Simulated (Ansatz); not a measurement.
Bands of a (8,8) carbon nanotube, along its axis.

Method: PBE (plane waves to 420 eV, PAW; Ansatz, an electronic-structure program). Mesh 1×1×30. No spin polarisation. It repeats along c; a and b span vacuum. An idealised model, rolled from the flat sheet. Symmetry and one short period hold its shape; lower forms weren't sought.

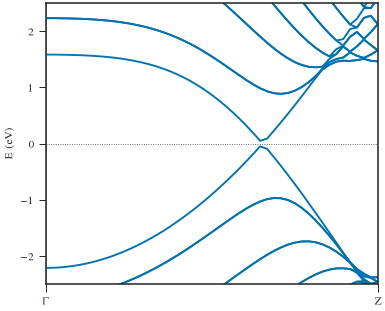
*Bands from the zone centre to the zone edge (period 2.47 Å); the dotted line marks the highest filled level*

Question: Is it a metal or a semiconductor at this level? Give what the bands show.

Answer: A metal in PBE.
* **PBE gap**: none (under 0.01 eV)
* **crossings of the Fermi level between Γ and the zone edge (49 points)**: 2, each for both spins (ideal conductance 2 × 2e²/h)
The near touch at the dotted line is a crossing that falls between two sampled points.
